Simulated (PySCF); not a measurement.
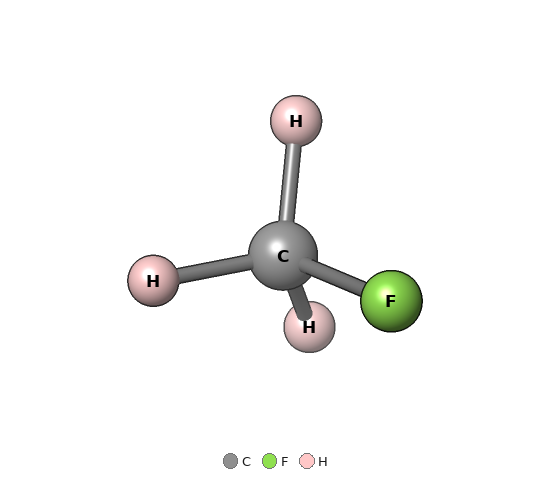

Orthographic view. Depth is shown by fading: the farther an atom, the more it takes the colour of the background. The computed structure is the end point of a PBE0-D3(BJ)/def2-SVP optimisation. No frequency run is at hand to confirm it as a minimum.

Q: Give the standard InChI.

A: InChI=1S/CH3F/c1-2/h1H3
